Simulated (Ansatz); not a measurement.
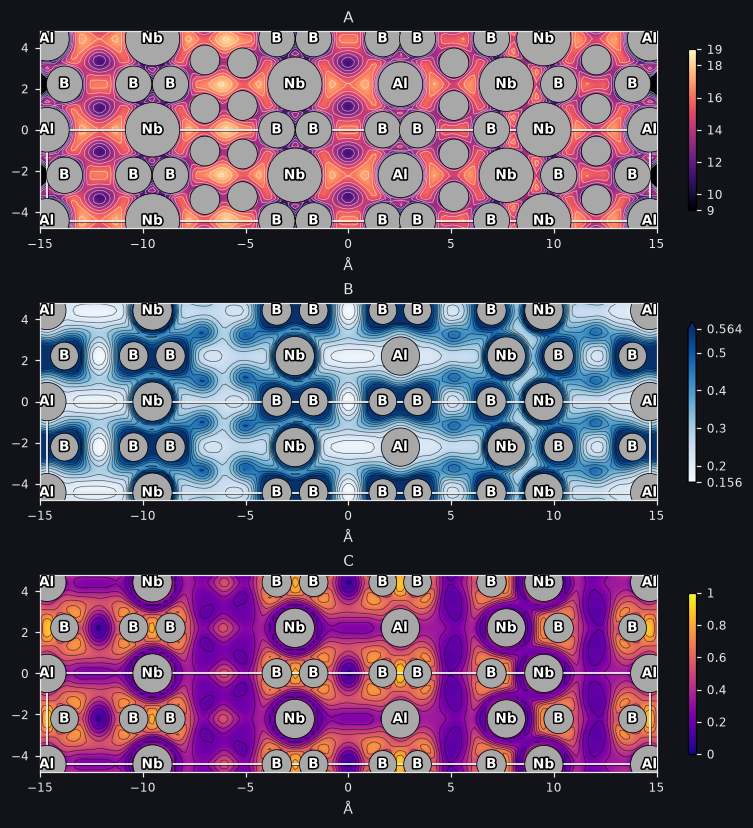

Nb$_{2}$AlB$_{5}$: 3 fields on the (101) plane of the conventional cell, with unlabelled colour scales. Grey discs cover the atomic cores.

Space group Cmcm; a generated structure, not necessarily the stable one; changed on purpose from its base cell (volume × 0.94, shape and atoms relaxed); computed pressure about 17 GPa in this cell.

Method: Ansatz 0.2.0, DFT PBE, scalar-relativistic, plane waves, PAW.

```
Al Nb B
1.0
     3.23428    0.00000    0.00000
     0.00000   29.33755    0.00000
     0.00000    0.00000    3.03101
Al Nb B
4 8 20
Direct
  0.00000 0.45675 0.25000
  0.50000 0.95675 0.25000
  0.00000 0.54325 0.75000
  0.50000 0.04325 0.75000
  0.00000 0.63194 0.25000
  0.50000 0.13194 0.25000
  0.00000 0.36806 0.75000
  0.50000 0.86806 0.75000
  0.00000 0.71883 0.75000
  0.50000 0.21883 0.75000
  0.00000 0.28117 0.25000
  0.50000 0.78117 0.25000
  0.00000 0.98600 0.75000
  0.50000 0.48600 0.75000
  0.00000 0.92840 0.75000
  0.50000 0.42840 0.75000
  0.00000 0.89929 0.25000
  0.50000 0.39929 0.25000
  0.00000 0.83820 0.25000
  0.50000 0.33820 0.25000
  0.00000 0.80574 0.75000
  0.50000 0.30574 0.75000
  0.00000 0.10071 0.75000
  0.50000 0.60071 0.75000
  0.00000 0.16180 0.75000
  0.50000 0.66180 0.75000
  0.00000 0.01400 0.25000
  0.50000 0.51400 0.25000
  0.00000 0.07160 0.25000
  0.50000 0.57160 0.25000
  0.00000 0.19426 0.25000
  0.50000 0.69426 0.25000
```

Q: The panels show electron localisation function, electrostatic potential energy of an electron and valence pseudo-density in some order. Assign them.

A: Panel A: electrostatic potential energy of an electron (low next to the atoms, rising into the space between them). Panel B: valence pseudo-density. Panel C: electron localisation function. From the grid: Nb–B (2.33 Å): ρ at the midpoint is about 0.47 e/Å³; the ELF peaks at about 0.65 in the valence shell of B, 0.8 Å from its nucleus, and is about 0.25 at the midpoint.
